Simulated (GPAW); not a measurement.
Ti4O5 (I4/m), O K edge of atom 5, with 4 Ti at 2.01 Å (square planar, site symmetry 4/m). Method: GPAW, LDA, excited-electron core hole (neutral cell), 27-atom cell with 6.6 Å between holes, 4×4×4 k points, dipole transitions, Gaussian full width 0.9 eV up to 4 eV, rising linearly to 3.5 eV at 25 eV.

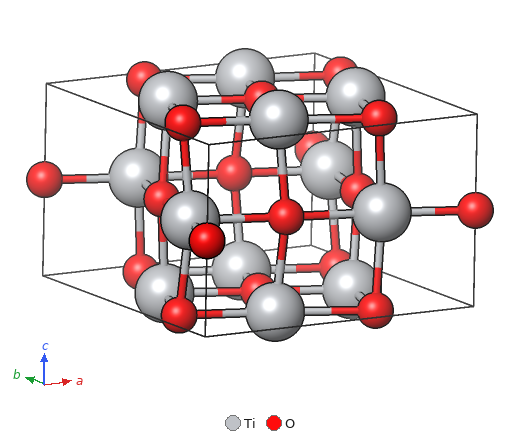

The structure (titanium light grey, oxygen red). Some periodic images of atoms are drawn too.

```xyz
9
Lattice="-3.3062 3.3062 2.0753 3.3062 -3.3062 2.0753 3.3062 3.3062 -2.0753" Properties=species:S:1:pos:R:3 pbc="T T T"
Ti    1.8743    0.7187    2.0753
Ti    4.0249    1.4319    0.0000
Ti   -0.7187    1.8743    2.0753
Ti    1.4319    2.5874    0.0000
O     0.0000    0.0000    2.0753
O     1.2514    2.7036    2.0753
O     2.7036   -1.2514    2.0753
O     0.6026    4.5576    0.0000
O     2.0548    0.6026    0.0000
```

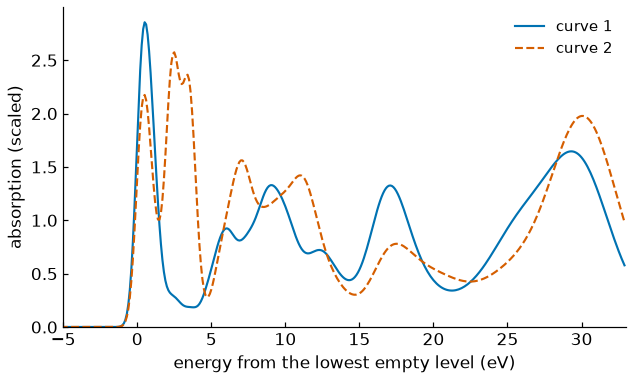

Energy from the lowest empty level; a common scale on which the isotropic spectrum has a mean of 1 over the first 20 eV.

The curves are for the electric vector along different Cartesian axes of the cell as given, averaged over the symmetry-equivalent atoms. Which is which?

Curve 1: along z (c), main maxima 0.5 eV (2.85), 9.1 eV (1.33) and 17.1 eV (1.33). Curve 2: along x (⊥ c) (the other in-plane axis gives the same curve within 3 %), main maxima 0.5 eV (2.17), 2.5 eV (2.57) and 3.4 eV (2.36). A K edge sees empty p states; the first features are O p mixed into the empty d states of the Ti neighbours, and the broad ones above probably into the cations' higher empty bands. Each direction probes the empty orbitals that point along it. The unit cell's mesh shows no gap over 0.35 eV. That is right for a metallic compound; for a small-gap or correlated insulator it would be the fault of the functional or of the assumed magnetic order, and the hole would be screened too well. The crystal has 2 inequivalent O sites and not all are shown here, while a measurement adds them all.

[Banner, clock and machine lines of the logs are left out without a mark of their own.]

[Logs are printed without paths, hosts, clocks, repeated set-up lines and the standing remarks that a program may print on its own settings, such as how far it seeks lower states.]

[Hosts, paths, dates, database ids (printed as entryN), source tags and the programs' standing remarks are cut or masked in the printed files.]

[Lists of maxima count a maximum above −3 eV only where it reaches 4 % of the highest in the window and stands out from its surroundings by 2 % of it (1.5 % where it reaches 55 %); shoulders and weaker maxima are passed over, and of the rest the first, up to two pre-edge ones and the few strongest are named.]
